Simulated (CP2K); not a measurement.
# C3H3NS (thiazole): levels of theory compared

Wanted: a comparison of 3 runs (AM1, PM3, GFN1-xTB) of C3H3NS (thiazole). 

Program for the calculation: CP2K 2026.2.

7 further runs of the same task are left out: 6 that didn't finish, 1 set aside as unsound or not needed.

### 1 The structure to begin with

C3H3NS: 8 atoms, total charge 0, spin state singlet. As SMILES, `c1cscn1`. The C1–H6 distance was set to 1.623 Å, away from the relaxed value. At this shape a bond of the SMILES string is far longer than usual.

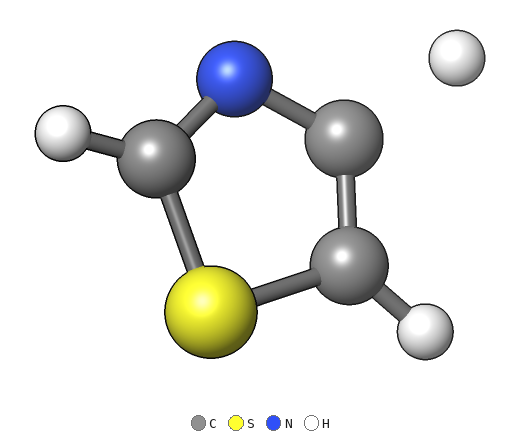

The structure, seen from a chosen angle (carbon grey, sulfur yellow, nitrogen blue, hydrogen white).

### 2 A single-point energy at AM1 (run 1)

Contents of qs.inp:

```
&GLOBAL
    PROJECT qs
    RUN_TYPE ENERGY
    PRINT_LEVEL MEDIUM
&END GLOBAL

&FORCE_EVAL
    METHOD QUICKSTEP
    &DFT
        &QS
            METHOD AM1
            EPS_DEFAULT 1.0E-10
            &SE
                &COULOMB
                    CUTOFF [angstrom] 50
                    RC_RANGE [angstrom] 0
                &END COULOMB
                &EXCHANGE
                    CUTOFF [angstrom] 50
                    RC_RANGE [angstrom] 0
                &END EXCHANGE
            &END SE
        &END QS
        &POISSON
            PERIODIC NONE
            POISSON_SOLVER ANALYTIC
        &END POISSON
        &SCF
            SCF_GUESS ATOMIC
            EPS_SCF 1.0E-06
            MAX_SCF 40
            &OT
                MINIMIZER CG
                PRECONDITIONER FULL_ALL
            &END OT
            &OUTER_SCF
                EPS_SCF 1.0E-06
                MAX_SCF 8
            &END OUTER_SCF
        &END SCF
        &PRINT
            &MOMENTS
                PERIODIC F
                REFERENCE COM
                MAX_MOMENT 1
            &END MOMENTS
            &MO_CUBES
                NLUMO 5
                NHOMO -1
                WRITE_CUBE F
            &END MO_CUBES
            &HIRSHFELD OFF
            &END HIRSHFELD
        &END PRINT
    &END DFT
    &SUBSYS
        &CELL
            ABC 13.1 14 12.4
            PERIODIC NONE
        &END CELL
        &COORD
            C     -0.136016     0.355340     0.207174
            C      1.176384     0.041140     0.029274
            S      1.297784    -1.421260    -0.837726
            C     -0.414516    -1.506660    -0.899526
            N     -1.032816    -0.525160    -0.321126
            H     -0.675700     1.673200     0.985500
            H      2.050184     0.582240     0.356174
            H     -0.913916    -2.330660    -1.391526
        &END COORD
        &TOPOLOGY
            &CENTER_COORDINATES
            &END CENTER_COORDINATES
        &END TOPOLOGY
    &END SUBSYS
&END FORCE_EVAL
```

Command:

```
$ OMP_NUM_THREADS=1 cp2k.psmp -i qs.inp > qs.out 2>&1
```

Standard output:

```text
CP2K| version string:                                       CP2K version 2026.2
[...]
 GLOBAL| Method name                                                        CP2K
[...]
 GLOBAL| Run type                                                         ENERGY
[...]
                             - Atoms:                                          8
[...]
                             - Spherical basis functions:                     23
[...]
 Number of electrons:                                                         26
[...]
     1 OT CG       0.15E+00    0.0     0.36622329       -25.1596053743 -2.52E+01
[...]
     7 OT CG       0.40E+00    0.0     0.00000037       -30.2592850432 -1.15E-10
  *** SCF run converged in     7 steps ***
  Core-core repulsion energy [eV]:                           1786.31128134315418
  Core Hamiltonian energy [eV]:                             -1300.70993567347136
  Two-electron integral energy [eV]:                        -2617.99673240875745
  Electronic energy [eV]:                                   -2609.70830187784986
  Total energy [eV]:                                         -823.39702053469591
  Atomic reference energy [eV]:                               827.56566138340941
  Heat of formation [kcal/mol]:                                96.13114930221998
[...]
 SE_DIPOLE| Moment [Debye]         -1.38889451      -0.36386859      -0.22505329
 SE_DIPOLE| Derivative [a.u.]       0.00000000       0.00000000       0.00000000
 *** WARNING in qs_scf_post_se.F:140 :: Printing of MO cube files not ***
 *** implemented for Semi-Empirical method.                           ***
 ENERGY| Total FORCE_EVAL ( QS ) energy [hartree]            -30.259285043171630
[...]
```

Wall time 0.75 s (1 thread of Arm Neoverse V1, shared host).

### 3 The energy at PM3 (run 2)

Contents of calc.inp:

```
&GLOBAL
    PROJECT_NAME calc
    RUN_TYPE ENERGY
    PRINT_LEVEL MEDIUM
&END

&FORCE_EVAL
    METHOD QS
    &DFT
        &QS
            METHOD PM3
            EPS_DEFAULT 1.0E-10
            &SE
                &COULOMB
                    CUTOFF [angstrom] 50
                    RC_RANGE [angstrom] 0
                &END
                &EXCHANGE
                    CUTOFF [angstrom] 50
                    RC_RANGE [angstrom] 0
                &END
            &END
        &END
        &POISSON
            PERIODIC NONE
            POISSON_SOLVER ANALYTIC
        &END
        &SCF
            SCF_GUESS ATOMIC
            EPS_SCF 1.0E-07
            MAX_SCF 30
            &OT
                MINIMIZER CG
                PRECONDITIONER FULL_ALL
            &END
            &OUTER_SCF
                EPS_SCF 1.0E-07
                MAX_SCF 10
            &END
        &END
        &PRINT
            &MOMENTS
                PERIODIC F
                REFERENCE COM
                MAX_MOMENT 1
            &END
            &MO_CUBES
                NLUMO 3
                NHOMO -1
                WRITE_CUBE F
            &END
            &HIRSHFELD OFF
            &END
        &END
    &END
    &SUBSYS
        &CELL
            ABC 11.1 12 10.4
            PERIODIC NONE
        &END
        &COORD
            SCALED T
            C    0.44191892   0.55700583   0.53944106
            C    0.56015315   0.53082250   0.52233529
            S    0.57109009   0.40895583   0.43896990
            C    0.41682883   0.40183917   0.43302760
            N    0.36112613   0.48363083   0.48864298
            H    0.39329874   0.66682750   0.61428010
            H    0.63887387   0.57591417   0.55376798
            H    0.37183784   0.33317250   0.38571990
        &END
    &END
&END
```

Command:

```
$ OMP_NUM_THREADS=1 cp2k.psmp calc.inp > calc.out
```

Standard output:

```text
CP2K| version string:                                       CP2K version 2026.2
[...]
 GLOBAL| Method name                                                        CP2K
[...]
 GLOBAL| Run type                                                         ENERGY
[...]
                             - Atoms:                                          8
[...]
                             - Spherical basis functions:                     23
[...]
 Number of electrons:                                                         26
[...]
     1 OT CG       0.15E+00    0.0     0.35098579       -22.5585273042 -2.26E+01
[...]
    10 OT CG       0.35E+00    0.0     0.00000003       -27.4427264783 -6.32E-13
  *** SCF run converged in    10 steps ***
  Core-core repulsion energy [eV]:                           1724.97313237634830
  Core Hamiltonian energy [eV]:                             -1149.97809164166961
  Two-electron integral energy [eV]:                        -2643.49921001077564
  Electronic energy [eV]:                                   -2471.72769664705766
  Total energy [eV]:                                         -746.75456427070924
  Atomic reference energy [eV]:                               750.76629138340923
  Heat of formation [kcal/mol]:                                92.51263230070491
[...]
 SE_DIPOLE| Moment [Debye]         -1.08716820      -0.39519398      -0.24170305
 SE_DIPOLE| Derivative [a.u.]       0.00000000       0.00000000       0.00000000
 *** WARNING in qs_scf_post_se.F:140 :: Printing of MO cube files not ***
 *** implemented for Semi-Empirical method.                           ***
 ENERGY| Total FORCE_EVAL ( QS ) energy [hartree]            -27.442726478270842
[...]
```

Run time: 0.7 s. Hardware: 1 thread of Arm Neoverse V1, shared host.

### 4 The energy at GFN1-xTB (run 3)

Contents of mol.inp:

```
&GLOBAL
  PROJECT mol
  RUN_TYPE ENERGY
  PRINT_LEVEL MEDIUM
&END
&FORCE_EVAL
  METHOD QS
  &DFT
    &QS
      METHOD XTB
      EPS_DEFAULT 1.0E-10
      &XTB
        GFN_TYPE 1
        CHECK_ATOMIC_CHARGES F
      &END
    &END
    &POISSON
      PERIODIC NONE
      POISSON_SOLVER ANALYTIC
    &END
    &SCF
      SCF_GUESS ATOMIC
      EPS_SCF 1.0E-07
      MAX_SCF 40
      &OT
        MINIMIZER DIIS
        PRECONDITIONER FULL_ALL
      &END
      &OUTER_SCF
        EPS_SCF 1.0E-07
        MAX_SCF 5
      &END
    &END
    &PRINT
      &MOMENTS
        PERIODIC F
        REFERENCE COM
        MAX_MOMENT 1
      &END
      &MO_CUBES
        NLUMO 5
        NHOMO -1
        WRITE_CUBE F
      &END
      &HIRSHFELD OFF
      &END
    &END
  &END
  # structure
  &SUBSYS
    &CELL
      ABC 19.1 20 18.4
      PERIODIC NONE
    &END
    &COORD
      C      8.905300    10.684070     9.610187
      C     10.217700    10.369870     9.432287
      S     10.339100     8.907470     8.565287
      C      8.626800     8.822070     8.503487
      N      8.008500     9.803570     9.081887
      H      8.365616    12.001930    10.388513
      H     11.091500    10.910970     9.759187
      H      8.127400     7.998070     8.011487
    &END
  &END
&END
```

Command:

```
$ OMP_NUM_THREADS=1 cp2k.psmp -i mol.inp -o mol.out
```

Standard output:

```text
CP2K| version string:                                       CP2K version 2026.2
[...]
 GLOBAL| Method name                                                        CP2K
[...]
 GLOBAL| Run type                                                         ENERGY
[...]
                             - Atoms:                                          8
[...]
                             - Spherical basis functions:                     31
[...]
 Number of electrons:                                                         26
[...]
     1 OT DIIS     0.15E+00    0.0     0.08532573       -14.6569934929 -1.47E+01
[...]
    16 OT DIIS     0.15E+00    0.0     0.00000004       -14.7400114748 -3.82E-13
  *** SCF run converged in    16 steps ***
[...]
 TB_DIPOLE| Moment [Debye]          1.32492556      -0.45668437      -0.26232115
 TB_DIPOLE| Derivative [a.u.]       0.00000000       0.00000000       0.00000000
[...]
 ENERGY| Total FORCE_EVAL ( QS ) energy [hartree]            -14.740011474817093
[...]
```

Wall time 0.46 s (1 thread of Arm Neoverse V1, shared host).

### 5 Overview of the runs

```csv
run,level,SCF convergence threshold,iteration cap,energy (Eh),dipole moment (D),heat of formation (kcal/mol),wall time
1,AM1,1e-06,40,-30.259285,1.45,96.1,0.75 s
2,PM3,1e-07,30,-27.442726,1.18,92.5,0.7 s
3,GFN1-xTB,1e-07,40,-14.740011,1.43,–,0.46 s
```

### 6 Summary of results

| quantity | value |
| --- | --- |
| run 3: total energy | -14.74001 Eh |
| run 3: dipole moment (from atomic charges alone) | 1.43 D |
| run 3: HOMO energy | -11.64 eV |
| run 3: dispersion energy | -8.33 kJ/mol |

What this shows: The dipole moment (its size) runs from 1.18 D (PM3) to 1.45 D (AM1). Some of these are taken from atomic charges alone. Force-field and semi-empirical energies have zeros of their own, so their totals don't compare. All runs together took 1.9 s, the longest 0.75 s.
